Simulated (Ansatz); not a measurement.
```yaml
atoms:
  - { symbol: W, position_ang: [0.0232, 0.1047, -0.1019] }
  - { symbol: O, position_ang: [0.1129, -0.1435, 1.8049] }
  - { symbol: H, position_ang: [-0.6822, -0.4320, 2.2996] }
  - { symbol: Cl, position_ang: [2.2462, -0.3607, -0.2004] }
  - { symbol: Cl, position_ang: [-0.3172, 2.3090, -0.8082] }
  - { symbol: F, position_ang: [-1.8446, 0.0711, 0.2636] }
  - { symbol: H, position_ang: [-0.3446, -1.5660, -0.1150] }
  - { symbol: Cl, position_ang: [-0.2923, -0.5016, -2.3373] }
  - { symbol: Br, position_ang: [2.0291, 2.5120, 2.0149] }
  - { symbol: H, position_ang: [1.4938, 1.3058, 2.7385] }
```

Core potentials replace the inner electrons of W; not at a stationary point (largest force 1.4 eV/Å).

Level of theory: Ansatz 0.2.0, RKS PBE/def2-SVP.

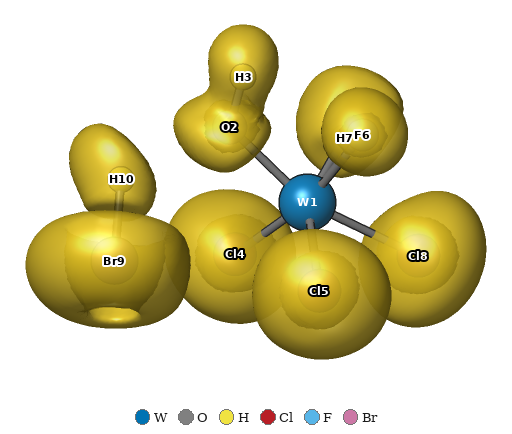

Cl3FH2OW···HBr. Isosurface of the ELF at 0.75 (yellow), seen at a tilt. Only the valence region is drawn (cores and ρ < 0.01 e/Å³ removed).

Q: What do the ELF domains correspond to?

A: The ELF exceeds this value in two regions around hydrogen nuclei, one ring or bowl of non-bonding electrons around Br, three regions wrapped around Cl (the valence shell of each), one region wrapped around F (its valence shell) and one joined region spread over several atoms (H, O), in which their bonds and any lone pairs are merged.

Values along the shortest contacts:
O2···H10 (2.21 Å): the ELF dips to about 0.10 between them. W–F (1.90 Å): the ELF peaks at about 0.85 in the valence shell of F, 0.5 Å from its nucleus, and drops to about 0.20 between the two atoms.
